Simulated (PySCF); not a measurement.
C2H10Ge2, SMILES [GeH3][CH2][CH2][GeH3], GFN2-xTB optimised geometry. Atoms within 1.6 Å of the plane z = 0.0 Å (x, y, z in Å): Ge1 (2.25, -0.71, 0.00), C2 (0.28, -0.71, 0.00), C3 (-0.28, 0.70, 0.00), Ge4 (-2.26, 0.71, 0.01), H5 (2.78, -0.01, 1.21), H6 (2.83, -2.09, -0.01), H7 (2.78, 0.01, -1.19), H8 (-0.08, -1.26, 0.88), H9 (-0.08, -1.26, -0.88), H10 (0.08, 1.25, 0.87), H11 (0.07, 1.25, -0.88), H12 (-2.80, -0.02, -1.18), H13 (-2.83, 2.09, 0.00), H14 (-2.79, 0.01, 1.22).

Computed with PBE/def2-TZVP (PySCF). Cells within 0.4 Å of a nucleus heavier than hydrogen are left out (blank, or x).

Map of the deformation density (molecule minus spherical neutral atoms) (e/bohr³) on the plane z = 0.0 Å:

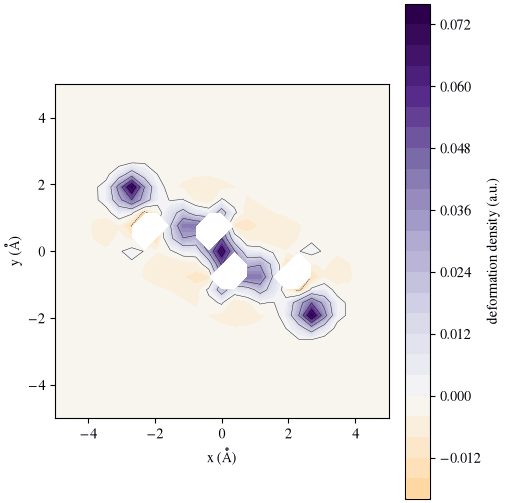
Figure: Deformation density (molecule minus spherical neutral atoms) (e/bohr³) on the plane z = 0.0 Å.
